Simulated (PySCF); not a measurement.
SMILES C([Si](C)(C)C)[SiH2]C(=O)O, singlet at its GFN2-xTB optimised geometry (Å):

```
23

C      2.6157     0.1386     0.0000
Si     0.7041     0.1386     0.0000
C      0.0484    -0.7912     1.5249
C      0.0645     1.9328     0.0000
C      0.1277    -0.7496    -1.6114
Si    -1.6346    -1.4467    -1.6346
C     -2.8544    -0.0416    -1.1759
O     -3.0154     0.4350    -0.0781
O     -3.5423     0.4024    -2.2362
H      3.0111    -0.8722     0.0249
H      3.0154     0.6240    -0.8852
H      3.0093     0.6635     0.8648
H     -1.0317    -0.7002     1.5812
H      0.2930    -1.8486     1.4895
H      0.4615    -0.3889     2.4449
H      0.2982     2.4485    -0.9270
H     -1.0129     1.9478     0.1280
H      0.4971     2.5080     0.8128
H      0.2406    -0.0525    -2.4426
H      0.8103    -1.5727    -1.8209
H     -1.8170    -2.5080    -0.6404
H     -2.0434    -1.9016    -2.9681
H     -4.1490     1.1215    -1.9844
```

Method: PBE/def2-SVP (PySCF). Cells within 0.4 Å of a nucleus heavier than hydrogen are left out (blank, or x).

Map of the log10 of the electron density (e/bohr³), floored at −4 on the plane z = 1.2 Å:

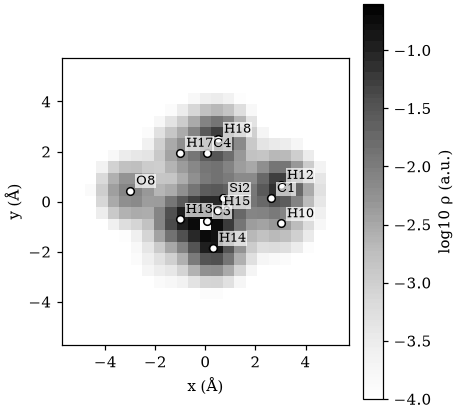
*Log10 of the electron density (e/bohr³), floored at −4 on the plane z = 1.2 Å.*
